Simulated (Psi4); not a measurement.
# M06-L/cc-pVTZ run of CH3Al (SMILES C[Al])

Aim: the vertical singlet–triplet gap of CH3Al at M06-L/cc-pVTZ, from 2 runs. 

The calculation is run with Psi4 1.11.

2 further runs of the same task are left out: 2 that didn't finish.

### Step 1. The molecule

CH3Al has 5 atoms, charge 0, and is taken as a singlet. SMILES: `C[Al]`. The coordinates come from a PBE0-D4/def2-TZVP relaxation.

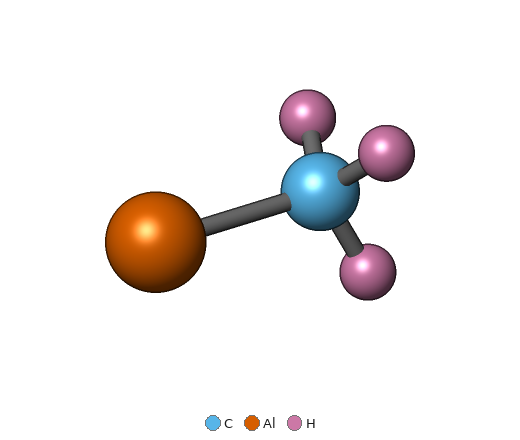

Viewed from a chosen angle; carbon blue, aluminium orange, hydrogen pink.

### Step 2. The energy at M06-L/cc-pVTZ

Contents of job.json:

```json
{
  "schema_name": "qcschema_input",
  "schema_version": 1,
  "molecule": {
    "schema_name": "qcschema_molecule",
    "schema_version": 2,
    "symbols": ["C", "Al", "H", "H", "H"],
    "geometry": [-0.24796986, -0.10867815, 0.10204521, 2.97195338, 1.30247483, -1.22308744, -0.43603541, -2.13059062, -0.32459826, -0.38758283, 0.09427844, 2.16235691, -1.90036528, 0.8425155, -0.71671643],
    "molecular_charge": 0,
    "molecular_multiplicity": 1,
    "fix_symmetry": "c1",
    "fix_com": true,
    "fix_orientation": true
  },
  "driver": "energy",
  "model": {
    "method": "m06-l",
    "basis": "cc-pVTZ"
  },
  "keywords": {
    "puream": true,
    "e_convergence": 1e-09,
    "d_convergence": 1e-08,
    "scf_type": "pk",
    "dft_radial_points": 99,
    "dft_spherical_points": 590
  }
}
```

Run with:

```
$ psi4 --qcschema job.json -n 1 --memory 2200MB
```

stdout, shortened:

```text
[...]
  Running in c1 symmetry.
[...]
  Nuclear repulsion =   38.261471716125293
[...]
  Multiplicity = 1
[...]
  Nalpha       = 11
  Nbeta        = 11
[...]
    Number of basis functions: 106
[...]
   @RKS iter   1:  -281.93428897954050   -2.10537e-01   8.04364e-03 DIIS/ADIIS
[...]
   @RKS iter  13:  -282.31064784926178   -1.87583e-12   4.09730e-09 DIIS
[...]
    Orbital Energies [Eh]
    ---------------------
    Doubly Occupied:
       1A    -55.767283     2A    -10.008083     3A     -4.093131
       4A     -2.603093     5A     -2.603093     6A     -2.592935
       7A     -0.636182     8A     -0.353594     9A     -0.353593
      10A     -0.313177    11A     -0.174371
[...]
  @RKS Final Energy:  -282.31064784926178
   => Energetics <=
    Nuclear Repulsion Energy =             38.2614717161252926
    One-Electron Energy =                -466.0984883631847993
    Two-Electron Energy =                 170.6749950944006571
    DFT Exchange-Correlation Energy =     -25.1486262966028953
    Empirical Dispersion Energy =           0.0000000000000000
    VV10 Nonlocal Energy =                  0.0000000000000000
    Total Energy =                       -282.3106478492617839
[...]
 Multipole Moments:
 ------------------------------------------------------------------------------------
     Multipole            Electronic (a.u.)      Nuclear  (a.u.)        Total (a.u.)
 ------------------------------------------------------------------------------------
 L = 1.  Multiply by 2.5417464519 to convert [e a0] to [Debye]
 Dipole X            :        -34.7145566           34.4235913           -0.2909653
 Dipole Y            :        -15.2138389           15.0863072           -0.1275317
 Dipole Z            :         14.2865706          -14.1668232            0.1197473
 Magnitude           :                                                    0.3395064
[...]
```

The result, in JSON:

```text
{
 "driver": "energy",
 "model": {
  "method": "m06-l",
  "basis": "cc-pVTZ"
 },
 "success": true,
 "return_result": -282.3106478492618,
 "properties": {
  "calcinfo_nbasis": 106,
  "calcinfo_nmo": 106,
  "calcinfo_nalpha": 11,
  "calcinfo_nbeta": 11,
  "calcinfo_natom": 5,
  "nuclear_repulsion_energy": 38.26147171612529,
  "return_energy": -282.3106478492618,
  "scf_one_electron_energy": -466.0984883631848,
  "scf_two_electron_energy": 170.67499509440066,
  "scf_xc_energy": -25.148626296602895,
  "scf_dipole_moment": [-0.2909653425142551, -0.1275316712715071, 0.11974732463889204],
  "scf_total_energy": -282.3106478492618,
  "scf_iterations": 13
 }
}
```

It took 58 s on 1 thread of Intel Xeon Platinum 8259CL at 2.50GHz (Skylake/Cascade Lake), shared host; peak memory 1.2 GiB.

### Step 3. The triplet at the same level

Contents of run.py:

```python
import psi4

psi4.set_memory(2200000000)
psi4.set_num_threads(1)
psi4.set_output_file('psi4.out', False)

molecule = psi4.geometry("""
0 3
C     -0.24796986    -0.10867815     0.10204521
Al     2.97195338     1.30247483    -1.22308744
H     -0.43603541    -2.13059062    -0.32459826
H     -0.38758283     0.09427844     2.16235691
H     -1.90036528     0.84251550    -0.71671643
units bohr
symmetry c1
no_reorient
no_com
""")

options = {'basis': 'cc-pVTZ', 'reference': 'uks', 'puream': True, 'e_convergence': 1e-09, 'd_convergence': 1e-08, 'scf_type': 'pk', 'dft_radial_points': 99, 'dft_spherical_points': 590, 'maxiter': 100}
psi4.set_options(options)

energy_value, wavefunction = psi4.energy("m06-l", molecule=molecule, return_wfn=True)
psi4.oeprop(wavefunction, "MAYER_INDICES", "DIPOLE", "WIBERG_LOWDIN_INDICES")
print(f'total energy {energy_value:.8f} hartree = {energy_value * 27.211386:.5f} eV')
```

Run with:

```
$ python run.py
```

psi4.out, shortened:

```text
[...]
  Running in c1 symmetry.
[...]
  Nuclear repulsion =   38.261471716125293
[...]
  Multiplicity = 3
[...]
  Nalpha       = 12
  Nbeta        = 10
[...]
    Number of basis functions: 106
[...]
   @UKS iter   1:  -281.84987343401440   -1.26121e-01   7.86701e-03 DIIS/ADIIS
[...]
   @UKS iter  35:  -282.23429679212927   -3.05249e-11   8.92553e-09 DIIS
[...]
   @S^2 Observed:                2.005207163E+00
[...]
    Orbital Energies [Eh]
    ---------------------
    Alpha Occupied:
       1A    -55.782223     2A    -10.050137     3A     -4.111476
       4A     -2.622944     5A     -2.615963     6A     -2.615696
       7A     -0.662810     8A     -0.375501     9A     -0.372770
      10A     -0.346518    11A     -0.220475    12A     -0.107955
    Alpha Virtual:
      13A     -0.082057    14A      0.022544    15A      0.097148
      16A      0.097923    17A      0.100980    18A      0.137290
      19A      0.141186    20A      0.164994    21A      0.170323
      22A      0.179702    23A      0.196614    24A      0.210471
      25A      0.216951    26A      0.315115    27A      0.328886
[...]
  @UKS Final Energy:  -282.23429679212927
   => Energetics <=
    Nuclear Repulsion Energy =             38.2614717161252926
    One-Electron Energy =                -465.6081336909243760
    Two-Electron Energy =                 170.2534545002830839
    DFT Exchange-Correlation Energy =     -25.1410893176132717
    Empirical Dispersion Energy =           0.0000000000000000
    VV10 Nonlocal Energy =                  0.0000000000000000
    Total Energy =                       -282.2342967921292711
[...]
 Multipole Moments:
 ------------------------------------------------------------------------------------
     Multipole            Electronic (a.u.)      Nuclear  (a.u.)        Total (a.u.)
 ------------------------------------------------------------------------------------
 L = 1.  Multiply by 2.5417464519 to convert [e a0] to [Debye]
 Dipole X            :        -34.6857013           34.4235913           -0.2621101
 Dipole Y            :        -15.2215991           15.0863072           -0.1352919
 Dipole Z            :         14.2689764          -14.1668232            0.1021532
 Magnitude           :                                                    0.3121552
[...]
```

Standard output:

```text
total energy -282.23429679 hartree = -7679.98639 eV
```

Wall time 3 min (1 thread of Intel Xeon Platinum 8259CL at 2.50GHz (Skylake/Cascade Lake), shared host); peak memory 1.2 GiB.

### Step 4. What came out

At M06-L/cc-pVTZ:

| quantity | value |
| --- | --- |
| singlet: total energy | -282.31065 Eh |
| singlet: dipole moment | 0.86 D |
| singlet: HOMO energy | -4.74 eV |
| singlet: LUMO energy | -1.77 eV |
| singlet: HOMO–LUMO gap | 2.98 eV |
| triplet: total energy | -282.23430 Eh |
| triplet: dipole moment | 0.79 D |
| triplet: HOMO energy (highest over α and β) | -2.94 eV |
| triplet: ⟨S²⟩ | 2.005 |
| vertical energy of the triplet above the singlet | 2.078 eV |

At this shape the triplet lies 2.08 eV (200 kJ/mol) above the singlet.
